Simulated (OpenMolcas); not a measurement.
**One shape, several levels: doublet CH4BFOSi+**

Wanted: a comparison of 5 runs (UHF/def2-SVP, UBHLYP/def2-SVP, UM06-2X/def2-SVP, UPBE/def2-SVP, USVWN5/def2-SVP) of doublet CH4BFOSi+. 

Program for the calculation: OpenMolcas 26.06.

## (1) The system as given

The species is CH4BFOSi+ (9 atoms), meant as a doublet with charge +1. SMILES of the parent species: `O=CB[SiH2]F`. The coordinates come from a PBE0-D4/def2-TZVP relaxation. This is one conformer, not always the lowest. That shape belongs to the parent species and isn't relaxed for this state.

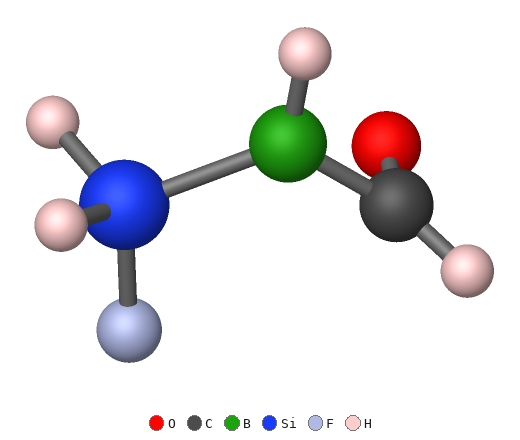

The structure, seen from a chosen angle (oxygen red, carbon dark grey, boron green, silicon blue, fluorine light blue, hydrogen pink).

## (2) The energy at UHF/def2-SVP (run 1)

Contents of mol.xyz:

```xyz
9

O     -0.789500     0.780400     1.703800
C     -0.128300     1.442100     0.910400
B      0.628100     0.188700     0.495800
Si    -0.077200    -1.007600    -0.945000
F     -1.360800    -0.349200    -1.659700
H     -0.262400     2.525000     0.778500
H      1.608700    -0.084900     1.121700
H      0.964000    -1.202600    -1.991900
H     -0.494200    -2.338100    -0.430900
```

Contents of calc.input:

```
* CH4BFOSi Hartree-Fock

&GATEWAY
  BasLib = $CurrDir
  Coord = mol.xyz
  Basis = def2-SVP
  Group = NoSym

&SEWARD

&SCF
  UHF
  Charge = 1
  Spin = 2
  Thresholds = 1e-10 1e-07 1e-07 1e-05
  PrOrbitals = 1
```

The basis set def2-SVP is read from a file made from the Basis Set Exchange's data (not shown).

Command:

```console
export MOLCAS_MEM=1860
pymolcas calc.input > calc.log
```

The log of the run:

```text
--- Start Module: gateway ---
[...]
--- Stop Module: gateway /rc=_RC_ALL_IS_WELL_ ---
--- Start Module: seward ---
[...]
      Basis functions           94
--- Stop Module: seward /rc=_RC_ALL_IS_WELL_ ---
[...]
--- Start Module: scf ---
[...]
       Convergence after  32 Iterations
[...]
::    Total SCF energy                               -527.4865468721
[...]
      Total spin, S                                     0.5162661440
[...]
      Total electronic charge=   45.000000
      Total            charge=    1.000000
[...]
      Dipole Moment (debye):
      Origin of the operator (angstrom)=   -0.3715   -0.0452   -0.1651
                   X=  3.2235E+00               Y=  5.0887E+00               Z=  4.6671E+00           Total=  7.6202E+00
      Center of Charge (angstrom)
[...]
--- Stop Module: scf /rc=_RC_ALL_IS_WELL_ ---
[...]
```

Run time: 15 s. Hardware: 1 thread of Intel Xeon Platinum 8375C at 2.90GHz (Ice Lake), shared host; peak memory 0.52 GiB.

## (3) A single-point energy at UBHLYP/def2-SVP (run 2)

Contents of test.input:

```
&GATEWAY
 BASLIB
 $CurrDir
 COORD
 9
 angstrom
 O       -0.789500       0.780400       1.703800
 C       -0.128300       1.442100       0.910400
 B        0.628100       0.188700       0.495800
 Si      -0.077200      -1.007600      -0.945000
 F       -1.360800      -0.349200      -1.659700
 H       -0.262400       2.525000       0.778500
 H        1.608700      -0.084900       1.121700
 H        0.964000      -1.202600      -1.991900
 H       -0.494200      -2.338100      -0.430900
 BASIS
 def2-SVP
 GROUP
 NoSym

&SEWARD
 GRIDINPUT
 Grid=UltraFine
 End of Grid

&SCF
 UHF
 CHARGE
 1
 SPIN
 2
 KSDFT
 HYB_GGA_XC_BHANDHLYP
 THRESHOLDS
 1e-10 1e-07 1e-07 1e-05
 PRORBITALS
 1 2
```

The basis set def2-SVP is read from a file made from the Basis Set Exchange's data (not shown).

Command:

```console
export MOLCAS_MEM=1860
pymolcas test.input > test.log
```

The log of the run:

```text
--- Start Module: gateway ---
[...]
--- Stop Module: gateway /rc=_RC_ALL_IS_WELL_ ---
--- Start Module: seward ---
[...]
      Basis functions           94
--- Stop Module: seward /rc=_RC_ALL_IS_WELL_ ---
[...]
--- Start Module: scf ---
[...]
       Convergence after  32 Iterations
[...]
::    Total KS-DFT energy                            -529.1437745709
[...]
      Total spin, S                                     0.5125229191
[...]
      Total electronic charge=   45.000000
      Total            charge=    1.000000
[...]
      Dipole Moment (debye):
      Origin of the operator (angstrom)=   -0.3715   -0.0452   -0.1651
                   X=  3.1957E+00               Y=  4.1584E+00               Z=  3.9767E+00           Total=  6.5817E+00
      Center of Charge (angstrom)
[...]
--- Stop Module: scf /rc=_RC_ALL_IS_WELL_ ---
[...]
```

Run time: 78 s. Hardware: 1 thread of Intel Xeon Platinum 8375C at 2.90GHz (Ice Lake), shared host; peak memory 0.52 GiB.

Runs 3 to 4 aren't shown in full; the table further down has their settings and results.

## (4) The energy at USVWN5/def2-SVP (run 5)

Contents of mol.input:

```
>>> EXPORT MOLCAS_PRINT=2

&gateway
 baslib
 $CurrDir
 coord
 9
 angstrom
 O       -0.789500       0.780400       1.703800
 C       -0.128300       1.442100       0.910400
 B        0.628100       0.188700       0.495800
 Si      -0.077200      -1.007600      -0.945000
 F       -1.360800      -0.349200      -1.659700
 H       -0.262400       2.525000       0.778500
 H        1.608700      -0.084900       1.121700
 H        0.964000      -1.202600      -1.991900
 H       -0.494200      -2.338100      -0.430900
 basis
 def2-SVP
 group
 NoSym

&seward
 gridinput
 Grid=UltraFine
 End of Grid

&scf
 uhf
 charge
 1
 spin
 2
 ksdft
 SVWN5
 thresholds
 1e-10 1e-07 1e-07 1e-05
 prorbitals
 1 2
```

The basis set def2-SVP is read from a file made from the Basis Set Exchange's data (not shown).

Command:

```console
export MOLCAS_MEM=1860
pymolcas mol.input > mol.log
```

The log of the run:

```text
--- Start Module: gateway ---
[...]
--- Stop Module: gateway /rc=_RC_ALL_IS_WELL_ ---
--- Start Module: seward ---
[...]
      Basis functions           94
--- Stop Module: seward /rc=_RC_ALL_IS_WELL_ ---
[...]
--- Start Module: scf ---
[...]
       Convergence after  35 Iterations
[...]
::    Total KS-DFT energy                            -526.2882051991
[...]
      Total spin, S                                     0.5013500066
[...]
      Total electronic charge=   45.000000
      Total            charge=    1.000000
[...]
      Dipole Moment (debye):
      Origin of the operator (angstrom)=   -0.3715   -0.0452   -0.1651
                   X=  2.9776E+00               Y=  1.4727E+00               Z=  1.7098E+00           Total=  3.7361E+00
      Center of Charge (angstrom)
[...]
--- Stop Module: scf /rc=_RC_ALL_IS_WELL_ ---
[...]
```

It took 48 s on 1 thread of Intel Xeon Platinum 8375C at 2.90GHz (Ice Lake), shared host; peak memory 0.52 GiB.

## (5) All runs side by side

```
run             level  integration grid  energy (Eh)  HOMO energy (eV)  LUMO energy (eV)   ⟨S²⟩  wall time
  1      UHF/def2-SVP                 –  -527.486547            -17.40             -7.42  0.783       15 s
  2   UBHLYP/def2-SVP         UltraFine  -529.143775            -15.48            -11.33  0.775       78 s
  3  UM06-2X/def2-SVP         UltraFine  -529.137957            -15.63            -11.66  0.773    1.9 min
  4     UPBE/def2-SVP         UltraFine  -528.859447            -13.28            -13.04  0.756       86 s
  5   USVWN5/def2-SVP         UltraFine  -526.288205            -13.34            -13.24  0.753       48 s
```

## (6) Outcome

| quantity | value |
| --- | --- |
| run 5: total energy | -526.28821 Eh |
| run 5: HOMO energy (highest over α and β) | -13.34 eV |
| run 5: LUMO energy (lowest over α and β) | -13.24 eV |
| run 5: ⟨S²⟩ | 0.753 |

What this shows: Totals of different functionals can't be ranked against each other. All runs together took 5.7 min, the longest 1.9 min.
